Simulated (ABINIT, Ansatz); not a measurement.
# How the form of the self-energy moves the gap of CaC2 (R-3m)

How much does the gap of CaC2 (R-3m) depend on the approximation to the self-energy?

Calculated with ABINIT 10.8.3; PBEsol and many-body steps on it, plane waves.

## 1. The structure

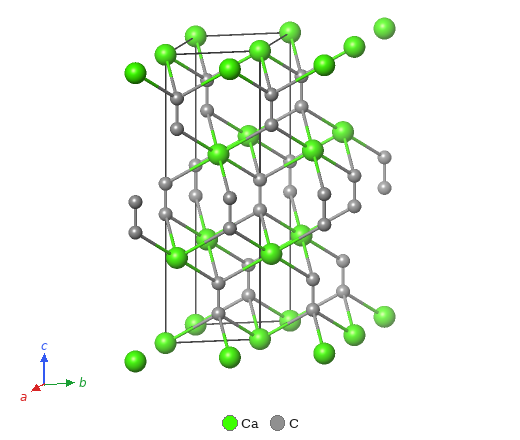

The starting structure, seen slightly off an axis (calcium green, carbon grey). 2×2×1 cells are drawn. This picture shows the conventional cell, with its axes. Bonds to atoms that aren't drawn are left out. Some periodic images of atoms are drawn too.

The cell and positions are those that the Materials Project relaxed with its own functionals (PBE, PBE+U or r2SCAN), kept fixed.

## 2. Empty states on the mesh, 4×4×4 mesh, 134 bands

This step: ABINIT 10.8.3; DFT, PBEsol, plane waves, norm-conserving pseudopotentials.

The sums over transitions need many empty states on a uniform mesh; this step solves for them.

run.abi reads:

```
acell 3*1.0 Angstrom
rprim 
  1.944397984288 1.122598699617 3.953874776707
  -1.944397984288 1.122598699617 3.953874776707
  -0.000000000000 -2.245197399304 3.953874776686
ntypat 2
znucl 20 6
natom 3
typat 1 2 2
xred 
  0.000000000000 0.000000000000 0.000000000000
  0.552915000000 0.552915000000 0.552915000000
  0.447085000000 0.447085000000 0.447085000000
pp_dirpath "pseudos"
pseudos "Ca.upf, C.upf"
ecut 37
ngkpt 4 4 4
nshiftk 1
shiftk 0 0 0
kptopt 1
chksymbreak 0
irdden 1
istwfk *1
nband 134
prtvol 0
optdriver 6
gwr_task "HDIAGO"
paral_kgb 0
occopt 1
indata_prefix "in"
outdata_prefix "out"
tmpdata_prefix "tmp"
```

Launch:

```sh
$ OMP_NUM_THREADS=1 mpirun -n 4 abinit run.abi > log
```

The log of the run:

```text
.Version 10.8.3 of ABINIT. v10.8.2 released Aug 2026.

 Symmetries : space group R-3 m (#166); Bravais hR (rhombohedral)
[... echo of the input left out ...]
== DATASET  1 ==================================================================
-   mpi_nproc: 4, omp_nthreads: 1 (-1 if OMP is not activated)

--- !DatasetInfo
iteration_state: {dtset: 1, }
dimensions: {natom: 3, nkpt: 13, mband: 134, nsppol: 1, nspinor: 1, nspden: 1, mpw: 3777, }
cutoff_energies: {ecut:  37.0, pawecutdg:  -1.0, }
[...]
Indirect band gap semiconductor
 Fundamental gap:     2.585 (eV)
   VBM:     2.560 (eV) at k: [ 5.0000E-01,  5.0000E-01,  5.0000E-01]
   CBM:     5.145 (eV) at k: [ 5.0000E-01,  5.0000E-01,  0.0000E+00]
 Direct gap:         3.890 (eV) at k: [ 5.0000E-01,  5.0000E-01,  0.0000E+00]

== END DATASET(S) ==============================================================
================================================================================

 -outvars: echo values of variables after computation  --------
           etotal      0.0000000000E+00
            nband         134
             nkpt          13
          spgroup         166
 [... the other variables as echoed above ...]

 Calculation completed.
```

The job ended after 3.8 min (4 MPI ranks of Arm Neoverse N1, shared host; peak memory 3.3 GiB; 15 min of CPU time).

Numbers from this step:

| Quantity | Value |
| --- | --- |
| gap | 2.585 eV |
| k of the valence top | 0.5, 0.5, 0.5 |
| k of the conduction bottom | 0.5, 0.5, 0 |
| least direct gap | 3.890 eV |
| k points computed | 13 |
| lowest point of the top converged band, above the valence top | 90.2000 eV |

On this mesh the gap is 2.585 eV.

The density comes from a self-consistent run that is not shown.

## 3. Screening, 4×4×4 mesh, 56 bands, screening to 114.3 eV

The RPA dielectric matrix is built and inverted for each q.

This step: RPA screening on PBEsol, plane waves, norm-conserving pseudopotentials.

Edit run.abi of step 2 so:

```diff
@@ -21,10 +21,11 @@
 chksymbreak 0
-irdden 1
 istwfk *1
-nband 134
-prtvol 0
-optdriver 6
-gwr_task "HDIAGO"
-paral_kgb 0
 occopt 1
+irdwfk 1
+optdriver 3
+nband 56
+ecuteps 4.2
+inclvkb 2
+awtr 1
+symchi 1
 indata_prefix "in"
```

The log of the run:

```text
.Version 10.8.3 of ABINIT. v10.8.2 released Aug 2026.

 Symmetries : space group R-3 m (#166); Bravais hR (rhombohedral)
[... echo of the input left out ...]
== DATASET  1 ==================================================================
-   mpi_nproc: 4, omp_nthreads: 1 (-1 if OMP is not activated)

--- !DatasetInfo
iteration_state: {dtset: 1, }
dimensions: {natom: 3, nkpt: 13, mband: 56, nsppol: 1, nspinor: 1, nspden: 1, mpw: 3777, }
cutoff_energies: {ecut:  37.0, pawecutdg:  -1.0, }
electrons: {nelect:   1.80000000E+01, charge:   0.00000000E+00, occopt:   1.00000000E+00, tsmear:   1.00000000E-02, }

 SCREENING: Calculation of the susceptibility and dielectric matrices

 Based on a program developped by R.W. Godby, V. Olevano, G. Onida, and L. Reining.
 Incorporated in ABINIT by V. Olevano, G.-M. Rignanese, and M. Torrent.
.Using double precision arithmetic ; gwpc =  8

[... cell and pseudopotentials left out ...]
--------------------------------------------------------------------------------

 ==== K-mesh for the wavefunctions ====
 Number of points in the irreducible wedge :    13
[... list of points left out ...]
 Together with 12 symmetry operations and time-reversal symmetry
 yields    64 points in the full Brillouin Zone.

 ==== Q-mesh for the screening function ====
 Number of points in the irreducible wedge :    13
[... list of points left out ...]
 Together with 12 symmetry operations and time-reversal symmetry
 yields    64 points in the full Brillouin Zone.

 setmesh: FFT mesh size selected  =    32x   32x   32
          total number of points  =        32768

 vcoul_init : cutoff-mode = AUXILIARY_FUNCTION
 q-points for optical limit:   1
     1)      0.000010    0.000020    0.000030

- screening: taking advantage of time-reversal symmetry
- Maximum band index for partially occupied states nbvw = 9
- Remaining bands to be divided among processors   nbcw = 47
- Number of bands treated by each node ~11

 Number of electrons calculated from density =   18.0000; Expected =   18.0000
 average of density, n =  0.051510
 r_s =    1.6673
 omega_plasma =   21.8928 [eV]

 calculating chi0 at frequencies [eV] :
  1    0.000000E+00    0.000000E+00
  2    0.000000E+00    2.189282E+01

--------------------------------------------------------------------------------
  q-point number  1        q = ( 0.000000, 0.000000, 0.000000) [r.l.u.]
--------------------------------------------------------------------------------
[... chi0 elements left out ...]
 For q-point:  0.000010 0.000020 0.000030
  dielectric constant =   3.7958
  dielectric constant without local fields =   4.7054

  Average fulfillment of the sum rule on Im[epsilon] for q-point    1 :     57.94  [%]
[... wings left out ...]
  q-point number  2        q = ( 0.250000, 0.000000, 0.000000) [r.l.u.]
--------------------------------------------------------------------------------
[... chi0 elements left out ...]
  Average fulfillment of the sum rule on Im[epsilon] for q-point    2 :     70.65  [%]

 [... 11 further q-points ...]
```

Wall time 43 s (4 MPI ranks); peak memory 0.94 GiB.

Numbers from this step:

| Item | Value |
| --- | --- |
| ε∞ with local fields, on this mesh, along the program's q direction | 3.796 |
| the same without local fields | 4.705 |
| plasma frequency | 21.89 eV |
| plane waves in the screening matrix | 139 |

Local fields lower ε∞ by 19 %.

## 4. G0W0, Godby-Needs plasmon pole

The self-energy is evaluated for the states that the input lists, and the levels follow from it, in one-shot runs by the linearised quasiparticle equation.

This step: G0W0 on PBEsol, plane waves, norm-conserving pseudopotentials.

Edit run.abi of step 3 so:

```diff
@@ -24,8 +24,19 @@
 irdwfk 1
-optdriver 3
+optdriver 4
 nband 56
+gwcalctyp 0
+ecutsigx 37
+symsigma 1
+nkptgw 3
+kptgw 
+  0.5000000000 0.5000000000 0.5000000000
+  0.5000000000 0.5000000000 0.0000000000
+  0.0000000000 0.0000000000 0.0000000000
+bdgw 
+  7 11
+  8 11
+  8 11
 ecuteps 4.2
-inclvkb 2
-awtr 1
-symchi 1
+irdscr 1
+ppmodel 1
 indata_prefix "in"
```

The log of the run:

```text
.Version 10.8.3 of ABINIT. v10.8.2 released Aug 2026.

 Symmetries : space group R-3 m (#166); Bravais hR (rhombohedral)
[... echo of the input left out ...]
== DATASET  1 ==================================================================
-   mpi_nproc: 4, omp_nthreads: 1 (-1 if OMP is not activated)

--- !DatasetInfo
iteration_state: {dtset: 1, }
dimensions: {natom: 3, nkpt: 13, mband: 56, nsppol: 1, nspinor: 1, nspden: 1, mpw: 3777, }
cutoff_energies: {ecut:  37.0, pawecutdg:  -1.0, }
electrons: {nelect:   1.80000000E+01, charge:   0.00000000E+00, occopt:   1.00000000E+00, tsmear:   1.00000000E-02, }

 SIGMA: Calculation of the GW corrections

 Based on a program developped by R.W. Godby, V. Olevano, G. Onida, and L. Reining.
 Incorporated in ABINIT by V. Olevano, G.-M. Rignanese, and M. Torrent.
.Using double precision arithmetic ; gwpc =  8

[... cell and pseudopotentials left out ...]
--------------------------------------------------------------------------------

 ==== K-mesh for the wavefunctions ====
 Number of points in the irreducible wedge :    13
[... list of points left out ...]
 Together with 12 symmetry operations and time-reversal symmetry
 yields    64 points in the full Brillouin Zone.

 ==== Q-mesh for screening function ====
 Number of points in the irreducible wedge :    13
[... list of points left out ...]
 Together with 12 symmetry operations and time-reversal symmetry
 yields    64 points in the full Brillouin Zone.

 vcoul_init : cutoff-mode = AUXILIARY_FUNCTION
 q-points for optical limit:   1
     1)      0.000010    0.000020    0.000030
 setmesh: FFT mesh size selected  =    48x   48x   48
          total number of points  =       110592

 Number of electrons calculated from density =   18.0000; Expected =   18.0000
 average of density, n =  0.051510
 r_s =    1.6673
 omega_plasma =   21.8928 [eV]

 === KS Band Gaps ===
  >>>> For spin  1
   Minimum direct gap =   3.8903 [eV], located at k-point      :   0.5000  0.5000  0.0000
   Fundamental gap    =   2.5851 [eV], Top of valence bands at :   0.5000  0.5000  0.5000
                                       Bottom of conduction at :   0.5000  0.5000  0.0000
 SIGMA fundamental parameters:
 PLASMON POLE MODEL  1
 number of plane-waves for SigmaX                 3777
 number of plane-waves for SigmaC and W            139
 number of plane-waves for wavefunctions          3777
 number of bands                                    56
 number of independent spin polarizations            1
 number of spinorial components                      1
 number of k-points in IBZ                          13
 number of q-points in IBZ                          13
 number of symmetry operations                      12
 number of k-points in BZ                           64
 number of q-points in BZ                           64
 number of frequencies for dSigma/dE                 9
 frequency step for dSigma/dE [eV]                0.25
 number of omega for Sigma on real axis              0
 max omega for Sigma on real axis  [eV]           0.00
 zcut for avoiding poles [eV]                     0.10

 EPSILON^-1 parameters (SCR file):
 dimension of the eps^-1 matrix on file            139
 dimension of the eps^-1 matrix used               139
 number of plane-waves for wavefunctions          3777
 number of bands                                    56
 number of q-points in IBZ                          13
 number of frequencies                               2
 number of real frequencies                          1
 number of imag frequencies                          1

 matrix elements of self-energy operator (all in [eV])

 Perturbative Calculation

--- !SelfEnergy_ee
iteration_state: {dtset: 1, }
kpoint     : [   0.500,    0.500,    0.500, ]
spin       : 1
KS_gap     :    5.544
QP_gap     :    6.733
Delta_QP_KS:    1.189
data: !SigmaeeData |
     Band     E0 <VxcDFT>   SigX SigC(E0)      Z dSigC/dE  Sig(E)    E-E0       E
        7   1.052 -13.415 -16.390   2.117   0.784  -0.276 -14.088  -0.673   0.379
        8   1.052 -13.415 -16.390   2.117   0.784  -0.276 -14.088  -0.673   0.379
        9   2.560 -14.924 -18.845   3.216   0.777  -0.286 -15.472  -0.549   2.012
       10   8.104  -8.203  -3.942  -3.493   0.834  -0.199  -7.563   0.640   8.744
       11   8.246 -14.001  -6.893  -4.257   0.810  -0.235 -11.692   2.309  10.555

--- !SelfEnergy_ee
iteration_state: {dtset: 1, }
kpoint     : [   0.500,    0.500,    0.000, ]
spin       : 1
KS_gap     :    3.890
QP_gap     :    5.955
Delta_QP_KS:    2.065
data: !SigmaeeData |
     Band     E0 <VxcDFT>   SigX SigC(E0)      Z dSigC/dE  Sig(E)    E-E0       E
        8   1.231 -13.450 -16.535   2.115   0.785  -0.274 -14.211  -0.762   0.469
[...]
--- !SelfEnergy_ee
iteration_state: {dtset: 1, }
kpoint     : [   0.000,    0.000,    0.000, ]
spin       : 1
KS_gap     :    3.898
QP_gap     :    6.411
Delta_QP_KS:    2.513
data: !SigmaeeData |
     Band     E0 <VxcDFT>   SigX SigC(E0)      Z dSigC/dE  Sig(E)    E-E0       E
[...]
9   1.731 -13.847 -16.648   1.954   0.785  -0.273 -14.513  -0.666   1.066
       10   5.629 -12.960  -7.505  -3.172   0.809  -0.236 -11.113   1.847   7.477
       11   5.629 -12.960  -7.505  -3.172   0.809  -0.236 -11.113   1.847   7.477

== END DATASET(S) ==============================================================
================================================================================

 -outvars: echo values of variables after computation  --------
           etotal      0.0000000000E+00
            nband          56
             nkpt          13
          spgroup         166
 [... the other variables as echoed above ...]

 Calculation completed.
```

Run time: 12 s. Hardware: 4 MPI ranks; peak memory 0.82 GiB; 48 s of CPU time.

This step gave:

| Quantity | Value |
| --- | --- |
| G0W0 gap on the points computed | 4.575 eV |
| starting gap on the mesh | 2.585 eV |
| k of the valence top | 0.5, 0.5, 0.5 |
| k of the conduction bottom | 0.5, 0.5, 0 |
| Z at the valence top | 0.777 |
| Z at the conduction bottom | 0.815 |
| least direct G0W0 gap on the computed points | 5.955 eV |

The gap on the mesh goes from 2.59 eV to 4.57 eV, a correction of +1.99 eV.

## 5. G0W0, von der Linden-Horsch plasmon pole

Edit run.abi of step 4 so:

```diff
@@ -40,3 +40,3 @@
 irdscr 1
-ppmodel 1
+ppmodel 3
 indata_prefix "in"
```

The log of the run:

```text
.Version 10.8.3 of ABINIT. v10.8.2 released Aug 2026.

 Symmetries : space group R-3 m (#166); Bravais hR (rhombohedral)
[... echo of the input left out ...]
== DATASET  1 ==================================================================
-   mpi_nproc: 4, omp_nthreads: 1 (-1 if OMP is not activated)

--- !DatasetInfo
iteration_state: {dtset: 1, }
dimensions: {natom: 3, nkpt: 13, mband: 56, nsppol: 1, nspinor: 1, nspden: 1, mpw: 3777, }
cutoff_energies: {ecut:  37.0, pawecutdg:  -1.0, }
electrons: {nelect:   1.80000000E+01, charge:   0.00000000E+00, occopt:   1.00000000E+00, tsmear:   1.00000000E-02, }

 SIGMA: Calculation of the GW corrections

 Based on a program developped by R.W. Godby, V. Olevano, G. Onida, and L. Reining.
 Incorporated in ABINIT by V. Olevano, G.-M. Rignanese, and M. Torrent.
.Using double precision arithmetic ; gwpc =  8

[... cell and pseudopotentials left out ...]
--------------------------------------------------------------------------------

 ==== K-mesh for the wavefunctions ====
 Number of points in the irreducible wedge :    13
[... list of points left out ...]
 Together with 12 symmetry operations and time-reversal symmetry
 yields    64 points in the full Brillouin Zone.

 ==== Q-mesh for screening function ====
 Number of points in the irreducible wedge :    13
[... list of points left out ...]
 Together with 12 symmetry operations and time-reversal symmetry
 yields    64 points in the full Brillouin Zone.

 vcoul_init : cutoff-mode = AUXILIARY_FUNCTION
 q-points for optical limit:   1
     1)      0.000010    0.000020    0.000030
 setmesh: FFT mesh size selected  =    48x   48x   48
          total number of points  =       110592

 Number of electrons calculated from density =   18.0000; Expected =   18.0000
[...]
number of plane-waves for wavefunctions          3777
 number of bands                                    56
 number of q-points in IBZ                          13
 number of frequencies                               2
 number of real frequencies                          1
 number of imag frequencies                          1

 matrix elements of self-energy operator (all in [eV])

 Perturbative Calculation

--- !SelfEnergy_ee
iteration_state: {dtset: 1, }
kpoint     : [   0.500,    0.500,    0.500, ]
spin       : 1
KS_gap     :    5.544
QP_gap     :    6.765
Delta_QP_KS:    1.221
data: !SigmaeeData |
     Band     E0 <VxcDFT>   SigX SigC(E0)      Z dSigC/dE  Sig(E)    E-E0       E
        7   1.052 -13.415 -16.390   1.760   0.850  -0.177 -14.448  -1.033   0.019
        8   1.052 -13.415 -16.390   1.760   0.850  -0.177 -14.448  -1.033   0.019
        9   2.560 -14.924 -18.845   2.983   0.844  -0.185 -15.716  -0.792   1.768
[...]
--- !SelfEnergy_ee
iteration_state: {dtset: 1, }
kpoint     : [   0.500,    0.500,    0.000, ]
spin       : 1
KS_gap     :    3.890
QP_gap     :    6.152
Delta_QP_KS:    2.262
data: !SigmaeeData |
     Band     E0 <VxcDFT>   SigX SigC(E0)      Z dSigC/dE  Sig(E)    E-E0       E
[...]
--- !SelfEnergy_ee
iteration_state: {dtset: 1, }
kpoint     : [   0.000,    0.000,    0.000, ]
spin       : 1
KS_gap     :    3.898
QP_gap     :    6.663
Delta_QP_KS:    2.765
data: !SigmaeeData |
     Band     E0 <VxcDFT>   SigX SigC(E0)      Z dSigC/dE  Sig(E)    E-E0       E
[...]
10   5.629 -12.960  -7.505  -3.415   0.870  -0.149 -11.184   1.776   7.405
       11   5.629 -12.960  -7.505  -3.415   0.870  -0.149 -11.184   1.776   7.405

== END DATASET(S) ==============================================================
================================================================================

 -outvars: echo values of variables after computation  --------
           etotal      0.0000000000E+00
            nband          56
             nkpt          13
          spgroup         166
 [... the other variables as echoed above ...]

 Calculation completed.
```

The job ended after 8 s (4 MPI ranks; peak memory 0.71 GiB).

This step gave:

- G0W0 gap on the points computed: 4.678 eV
- starting gap on the mesh: 2.585 eV
- k of the valence top: 0.5, 0.5, 0.5
- k of the conduction bottom: 0.5, 0.5, 0
- Z at the valence top: 0.844
- Z at the conduction bottom: 0.876
- least direct G0W0 gap on the computed points: 6.151 eV

Against G0W0 in ABINIT (4×4×4 mesh, 56 bands, screening to 114.3 eV, Godby-Needs plasmon pole), the gap moves by +0.103 eV.

## 6. G0W0, Hybertsen-Louie plasmon pole

Edit run.abi of step 5 so:

```diff
@@ -40,3 +40,3 @@
 irdscr 1
-ppmodel 3
+ppmodel 2
 indata_prefix "in"
```

The log of the run:

```text
.Version 10.8.3 of ABINIT. v10.8.2 released Aug 2026.

 Symmetries : space group R-3 m (#166); Bravais hR (rhombohedral)
[... echo of the input left out ...]
== DATASET  1 ==================================================================
-   mpi_nproc: 4, omp_nthreads: 1 (-1 if OMP is not activated)

--- !DatasetInfo
iteration_state: {dtset: 1, }
dimensions: {natom: 3, nkpt: 13, mband: 56, nsppol: 1, nspinor: 1, nspden: 1, mpw: 3777, }
cutoff_energies: {ecut:  37.0, pawecutdg:  -1.0, }
[...]
Band     E0 <VxcDFT>   SigX SigC(E0)      Z dSigC/dE  Sig(E)    E-E0       E
[...]
10   5.629 -12.960  -7.505  -3.441   0.855  -0.170 -11.238   1.722   7.352
       11   5.629 -12.960  -7.505  -3.441   0.855  -0.170 -11.238   1.722   7.352

== END DATASET(S) ==============================================================
================================================================================

 -outvars: echo values of variables after computation  --------
           etotal      0.0000000000E+00
            nband          56
             nkpt          13
          spgroup         166
 [... the other variables as echoed above ...]

 Calculation completed.
```

The job ended after 11 s (4 MPI ranks; peak memory 0.81 GiB).

This step gave:

- G0W0 gap on the points computed: 4.748 eV
- starting gap on the mesh: 2.585 eV
- k of the valence top: 0.5, 0.5, 0.5
- k of the conduction bottom: 0.5, 0.5, 0
- least direct G0W0 gap on the computed points: 6.117 eV

Against G0W0 in ABINIT (4×4×4 mesh, 56 bands, screening to 114.3 eV, Godby-Needs plasmon pole), the gap moves by +0.173 eV.

(Continued in part 2 of 2.)

[Paths, hosts, dates, memory and timing lines, banners, echoed tables and standing remarks are left out of the program output.]

[Logs are printed without paths, hosts, clocks, repeated set-up lines and the standing remarks that a program may print on its own settings, such as how far it seeks lower states.]

[Runs of the session that timed out or met a known fault of the program may be left out.]

[Hosts, paths, dates, database ids (printed as entryN), source tags and the programs' standing remarks are cut or masked in the printed files.]

[G0W0 gaps are taken among the corrected bands and points alone; a level outside them can change the order at an edge.]

[Where Ansatz stands beside ABINIT at settings called matched, ABINIT's density can come from a denser mesh and the files from another edition; pairs whose starting gaps differed by over 0.03 eV were left out, so agreement reads better than it is.]
